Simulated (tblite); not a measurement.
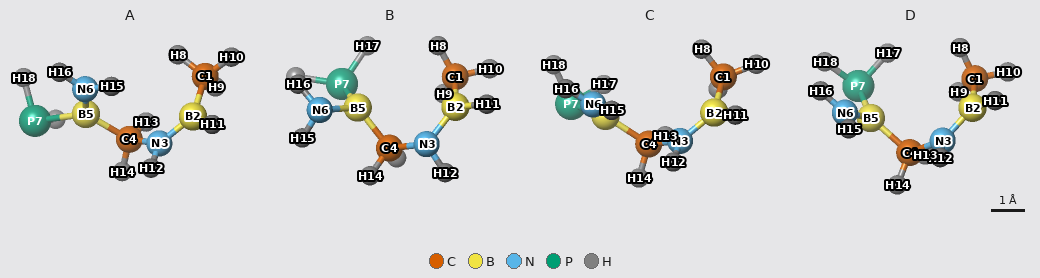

4 geometries from one relaxation of C2H11B2N2P, in shuffled order. The picture is a ball-and-stick view, seen from a free direction.

Computed with GFN2-xTB geometry optimisation, gas phase (tblite 0.8.0). 

Put them in the order of the run, from the start to the converged end.

B, D, C, A. They are steps 0, 55, 133, 185, at +2.841 eV, +0.180 eV, +0.092 eV relative to the last. The largest move after the best rigid fit is that of H17, 2.86 Å. Largest moves by element: H 2.86 Å, P 1.87 Å, N 1.05 Å, C 0.76 Å, B 0.58 Å. Among the contacts that change: B5–N6 1.533 → 1.378 Å, B2–N3 1.487 → 1.379 Å, P7–H18 1.452 → 1.386 Å, P7–H17 1.450 → 1.384 Å. Bond angles that change, for instance: H17–P7–H18 113.3° → 93.3°, B5–N6–H15 105.8° → 121.3°, B5–N6–H16 110.9° → 125.3°. Groups turn about C1–B2 by about 30°. The energy falls by 2.841 eV in 185 geometry steps.
